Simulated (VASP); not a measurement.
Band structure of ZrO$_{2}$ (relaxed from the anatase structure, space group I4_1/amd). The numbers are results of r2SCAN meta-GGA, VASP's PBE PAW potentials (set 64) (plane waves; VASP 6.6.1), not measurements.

The path is coarsely sampled, so an indirect gap can come out somewhat too large.

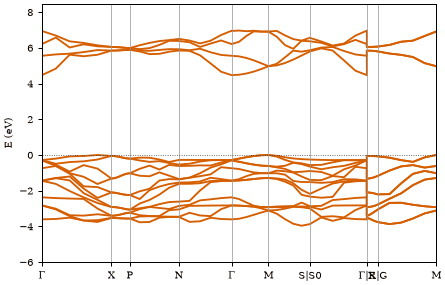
Figure. Bands along high-symmetry lines, zero at the valence-band maximum or, without a gap, the Fermi level

**Question.** Read the plot: is there a gap, and where are the band edges?

**Answer.** The gap is indirect, 4.47 eV, from the valence maximum at Γ-X at 0.80 to the conduction minimum at Γ.

The structure was generated: ZrO2 was put into the anatase type (I4_1/amd), which need not be its known phase. It was relaxed first.
